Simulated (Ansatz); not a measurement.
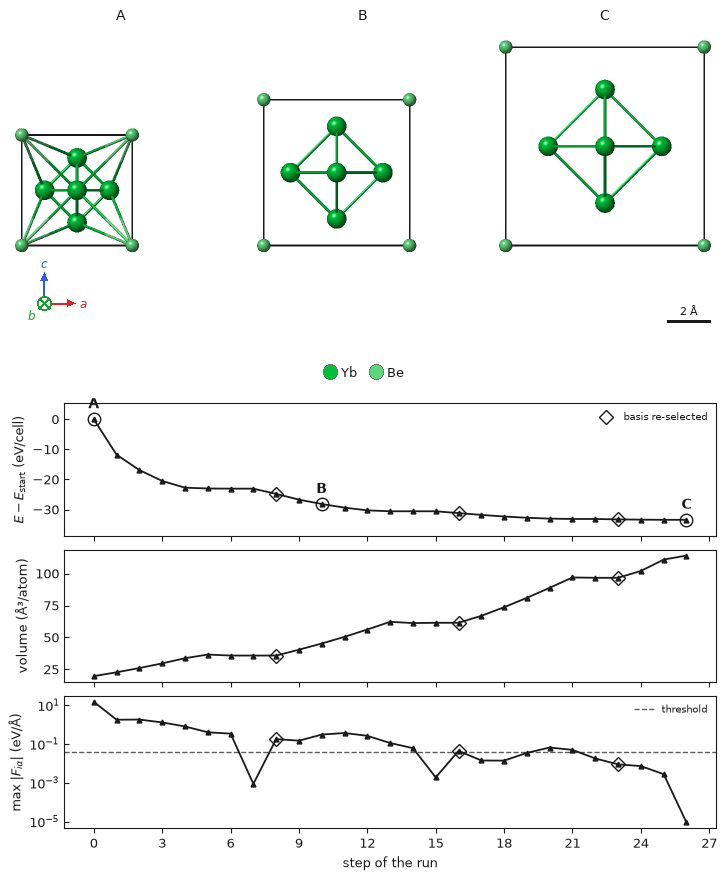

Frames of a relaxation of solid Yb6Be (a generated structure, set up in Pm-3m) (coarse preliminary run), marked on the history of the run. Style: ball-and-stick. Shown: the cell of the calculation, along the b axis.

Computed with DFT PBE, scalar-relativistic, plane waves, PAW (Ansatz 0.2.0).

Input file:
```yaml
crystal:
  lattice:
    - [5.16939289, 0.0, 0.0]
    - [0.0, 5.16939289, 0.0]
    - [0.0, 0.0, 5.16939289]
  atoms:
    - { symbol: Yb, position: [0.207, 0.5, 0.5] }
    - { symbol: Yb, position: [0.5, 0.207, 0.5] }
    - { symbol: Yb, position: [0.793, 0.5, 0.5] }
    - { symbol: Yb, position: [0.5, 0.793, 0.5] }
    - { symbol: Yb, position: [0.5, 0.5, 0.207] }
    - { symbol: Yb, position: [0.5, 0.5, 0.793] }
    - { symbol: Be, position: [0.0, 0.0, 0.0] }
basis:
  ecutwfc: 420
kpoints:
  mp_grid: { grid: [4, 4, 4] }
hamiltonian:
  xc: pbe
scf:
  occupations: { method: gaussian, width: 0.1 }
  lower_state_search: "off"
output:
  forces: true
  stress: true
  eigenvalues: true
relax:
  adjacent_minimum: "off"
  f_tol: 0.04
  max_steps: 70
  cell: { stress_tol: 0.4 }
```

Launched with:
```bash
ansatz run input.yaml --threads 1 --pin off --max-ram 2048MiB --backend cpu --events-out ev --progress --plain --runs-dir out
```

> Describe the path.

The run was cut off at its time limit before the program reported convergence, but its last step already meets the force threshold: the largest component is under 0.0001 eV/Å against 0.04 eV/Å. The pressure is within 0.01 GPa of its target. The largest moves relative to the cell, 0.065 Å, are those of Yb1, Yb2, Yb3, Yb4, Yb5 and Yb6. Yb3 goes along −a. Be stays in place. The volume changes by +478.3 %, with a = b = c 5.169 → 9.279 Å (+79.5 %). Near-neighbour distances that change, for instance: Yb1–Be7 3.809 → 6.855 Å, Yb1–Yb3 3.029 → 5.308 Å, Yb1–Yb3 (another image) 2.140 → 3.971 Å, Yb1–Yb2 2.142 → 3.753 Å. The space group stays Pm-3m (No. 221). The energy falls by 33.405 eV per cell of the calculation in 23 accepted moves (26 points after the start). Largest force component: 15 eV/Å at the start, under 0.0001 eV/Å at the end. The pressure goes from 88.90 to 0.01 GPa. At 3 points the geometry stayed and the basis and grid were re-selected for the new cell (energy shift of 1.730 eV per cell of the calculation at most each time). From step 0 to 10: Yb atoms move most (0.16 Å), volume +129.5 %, energy −28.151 eV per cell of the calculation. From step 10 to 26: Yb atoms move most (0.29 Å), volume +152.0 %, energy −5.254 eV per cell of the calculation.

```json
{"step": "0", "E − E(0), meV/atom": "0.00", "largest force component, eV/Å": "15.0171", "pressure, GPa": "88.90", "volume, Å³/atom": "19.734", "note": ""}
{"step": "1", "E − E(0), meV/atom": "-1680.67", "largest force component, eV/Å": "1.7904", "pressure, GPa": "45.02", "volume, Å³/atom": "22.762", "note": ""}
{"step": "2", "E − E(0), meV/atom": "-2408.45", "largest force component, eV/Å": "1.8272", "pressure, GPa": "27.99", "volume, Å³/atom": "26.093", "note": ""}
{"step": "3", "E − E(0), meV/atom": "-2928.16", "largest force component, eV/Å": "1.3009", "pressure, GPa": "17.73", "volume, Å³/atom": "29.728", "note": ""}
{"step": "4", "E − E(0), meV/atom": "-3245.34", "largest force component, eV/Å": "0.8069", "pressure, GPa": "6.35", "volume, Å³/atom": "33.790", "note": ""}
{"step": "5", "E − E(0), meV/atom": "-3284.06", "largest force component, eV/Å": "0.4037", "pressure, GPa": "-2.48", "volume, Å³/atom": "36.635", "note": ""}
{"step": "6", "E − E(0), meV/atom": "-3291.37", "largest force component, eV/Å": "0.3430", "pressure, GPa": "-0.06", "volume, Å³/atom": "35.869", "note": ""}
{"step": "7", "E − E(0), meV/atom": "-3292.94", "largest force component, eV/Å": "0.0009", "pressure, GPa": "0.04", "volume, Å³/atom": "35.858", "note": ""}
{"step": "8", "E − E(0), meV/atom": "-3540.15", "largest force component, eV/Å": "0.1799", "pressure, GPa": "11.06", "volume, Å³/atom": "35.858", "note": "same geometry, new basis"}
{"step": "9", "E − E(0), meV/atom": "-3813.26", "largest force component, eV/Å": "0.1482", "pressure, GPa": "8.10", "volume, Å³/atom": "40.449", "note": ""}
{"step": "10", "E − E(0), meV/atom": "-4021.55", "largest force component, eV/Å": "0.3075", "pressure, GPa": "5.94", "volume, Å³/atom": "45.287", "note": ""}
{"step": "11", "E − E(0), meV/atom": "-4193.77", "largest force component, eV/Å": "0.3700", "pressure, GPa": "4.37", "volume, Å³/atom": "50.496", "note": ""}
{"step": "12", "E − E(0), meV/atom": "-4322.20", "largest force component, eV/Å": "0.2647", "pressure, GPa": "2.32", "volume, Å³/atom": "56.239", "note": ""}
{"step": "13", "E − E(0), meV/atom": "-4364.76", "largest force component, eV/Å": "0.1127", "pressure, GPa": "-0.48", "volume, Å³/atom": "62.241", "note": ""}
{"step": "14", "E − E(0), meV/atom": "-4366.08", "largest force component, eV/Å": "0.0614", "pressure, GPa": "0.17", "volume, Å³/atom": "61.273", "note": ""}
{"step": "15", "E − E(0), meV/atom": "-4366.29", "largest force component, eV/Å": "0.0019", "pressure, GPa": "0.01", "volume, Å³/atom": "61.498", "note": ""}
{"step": "16", "E − E(0), meV/atom": "-4452.48", "largest force component, eV/Å": "0.0441", "pressure, GPa": "2.77", "volume, Å³/atom": "61.498", "note": "same geometry, new basis"}
{"step": "17", "E − E(0), meV/atom": "-4537.11", "largest force component, eV/Å": "0.0142", "pressure, GPa": "2.21", "volume, Å³/atom": "66.954", "note": ""}
{"step": "18", "E − E(0), meV/atom": "-4614.83", "largest force component, eV/Å": "0.0139", "pressure, GPa": "1.58", "volume, Å³/atom": "73.690", "note": ""}
{"step": "19", "E − E(0), meV/atom": "-4674.23", "largest force component, eV/Å": "0.0349", "pressure, GPa": "1.10", "volume, Å³/atom": "81.047", "note": ""}
{"step": "20", "E − E(0), meV/atom": "-4715.50", "largest force component, eV/Å": "0.0661", "pressure, GPa": "0.65", "volume, Å³/atom": "88.877", "note": ""}
{"step": "21", "E − E(0), meV/atom": "-4731.59", "largest force component, eV/Å": "0.0498", "pressure, GPa": "-0.01", "volume, Å³/atom": "96.983", "note": ""}
{"step": "22", "E − E(0), meV/atom": "-4731.81", "largest force component, eV/Å": "0.0180", "pressure, GPa": "0.01", "volume, Å³/atom": "96.701", "note": ""}
{"step": "23", "E − E(0), meV/atom": "-4752.30", "largest force component, eV/Å": "0.0089", "pressure, GPa": "0.45", "volume, Å³/atom": "96.701", "note": "same geometry, new basis"}
{"step": "24", "E − E(0), meV/atom": "-4763.63", "largest force component, eV/Å": "0.0073", "pressure, GPa": "0.28", "volume, Å³/atom": "102.070", "note": ""}
{"step": "25", "E − E(0), meV/atom": "-4771.74", "largest force component, eV/Å": "0.0028", "pressure, GPa": "0.07", "volume, Å³/atom": "110.947", "note": ""}
{"step": "26", "E − E(0), meV/atom": "-4772.10", "largest force component, eV/Å": "0.0000", "pressure, GPa": "0.01", "volume, Å³/atom": "114.116", "note": ""}
```

Limits of the set-up: 4f states are treated without a Hubbard U.
